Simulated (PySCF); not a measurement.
## A study: Cl4Sn, SMILES `Cl[Sn](Cl)(Cl)Cl`

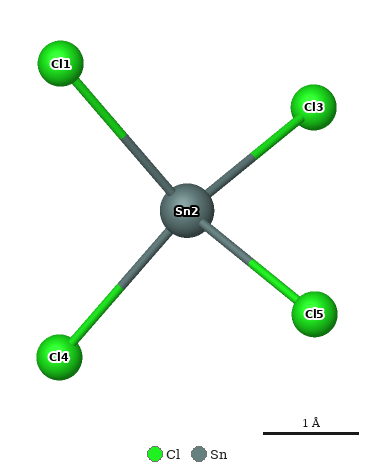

The molecule, with its atoms numbered as below. No frequency check shows the geometry to be a minimum.

Coordinates in Å:

```
Cl1      1.8482   -1.3373    0.4027
Sn2      0.0001   -0.0001   -0.0001
Cl3     -1.8483   -1.3374   -0.4026
Cl4      0.4027    1.3374   -1.8478
Cl5     -0.4028    1.3375    1.8478
```

Part 1: Bonding charge

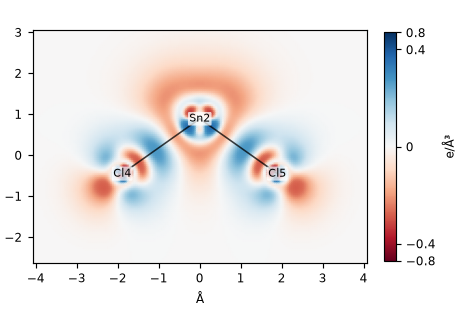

Deformation density (molecule less spherical, spin-averaged free atoms) in the plane of Sn2, Cl4 and Cl5; colour scale in e/Å³, logarithmic beyond ±0.1; blue: gain, red: loss.

PySCF calculation, PBE/def2-TZVP, gas phase; geometry: GFN2-xTB. Core potentials replace the inner electrons of Sn; spin–orbit coupling isn't included.

**How much density has each bond in this plane gained at its critical point, relative to the free atoms?**

Sn2–Cl4 and Sn2–Cl5: +0.07 e/Å³ at the bond critical point (bond length 2.32 Å, Mayer order 1.0). In all, 1.1 electrons gather in the regions of gain relative to the promolecule. A small or negative value marks a very polar bond, one between electron-rich atoms, whose free-atom densities already overlap strongly, a long bond to a heavier atom, or a closed-shell contact such as a hydrogen bond.

**Where do the Hirshfeld charges lie?**

The highest Hirshfeld charge is on Sn2 (+0.51 e), the lowest on Cl1, Cl3, Cl4 and Cl5 (−0.13 e).

```tsv
atom	charge (e)
Cl1	−0.13
Sn2	+0.51
Cl3	−0.13
Cl4	−0.13
Cl5	−0.13
```

Part 2: Local ionisation energy

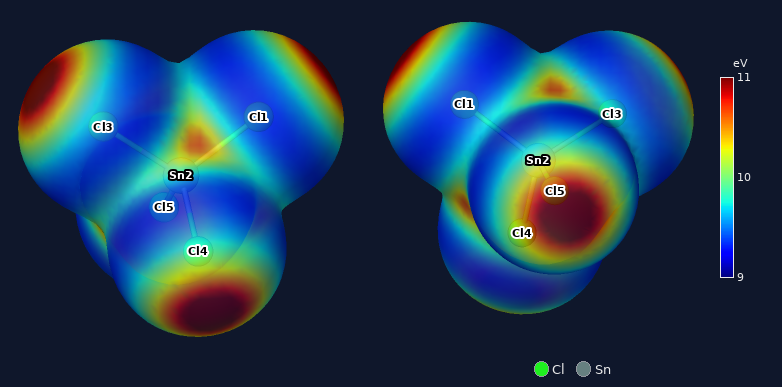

Average local ionisation energy on the surface of electron density 0.001 a.u. (back view left, front view right).

**Where are the most loosely bound electrons on this surface?**

The lowest value is 9.3 eV, 2.1 Å from Cl1, and at like points elsewhere. For comparison, the highest occupied orbital lies at −8.3 eV.

Part 3: In an electric field

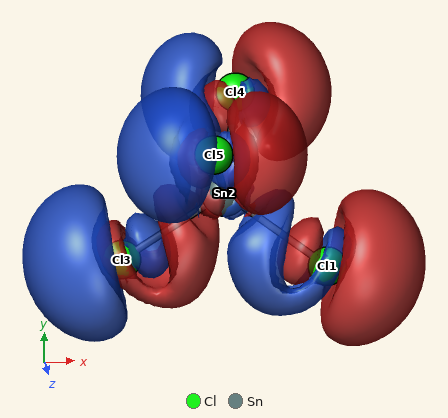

Change of the electron density in a uniform field of 0.21 V/Å, surfaces at ±0.001 e/Å³ (blue: gain, red: loss).

Method: PBE/def2-SVPD; geometry: GFN2-xTB; program: PySCF. Core potentials replace the inner electrons of Sn; spin–orbit coupling isn't included.

**Along which Cartesian direction does the field point?**

Along +x: electrons gather on the −x side, against the field.

**What dipole is induced, and what polarisability does it imply?**

The induced dipole is 1.00 D (along the field); α along this axis, from the fields in both directions, is 99 bohr³ (14.6 Å³).

**Which atoms gain and lose the most charge?**

Electrons gather most on Cl3 (Hirshfeld charge changes by −0.024 e) and leave Cl1 most (+0.024 e); 0.074 electrons are displaced in all.

Part 4: Removing or adding an electron

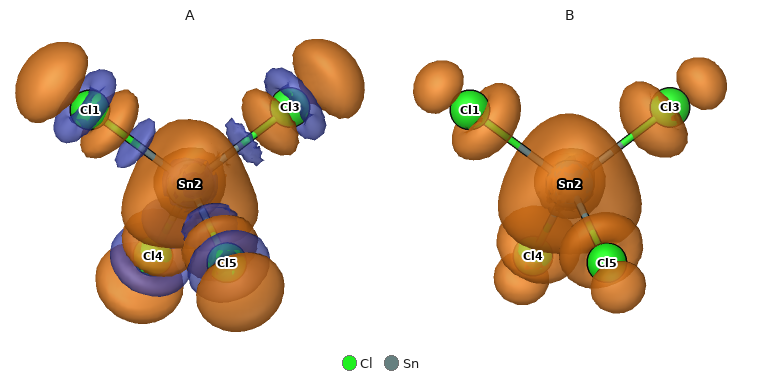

The Fukui function f⁺ from two separate SCF calculations and the density of the LUMO, at ±0.02 e/Å³ (orange positive, blue negative).

Computed with PySCF, HF/def2-SVPD, geometry: GFN2-xTB. Core potentials replace the inner electrons of Sn; spin–orbit coupling isn't included.

**Which panel is which, and how good is the frozen-orbital picture?**

A is f⁺ (it has negative regions), B the LUMO density. The LUMO lies on Sn2 (34 %) and Cl1, Cl3, Cl4 and Cl5 (16 % each); f⁺ (Hirshfeld-condensed) is largest on Sn2 (0.23) and Cl1, Cl3, Cl4 and Cl5 (0.19 each); the vertical electron affinity is 0.85 eV (the stability of the anion's solution wasn't checked). Relaxation shifts 11 % of the electron between atoms. The orbital energy is −0.13 eV.
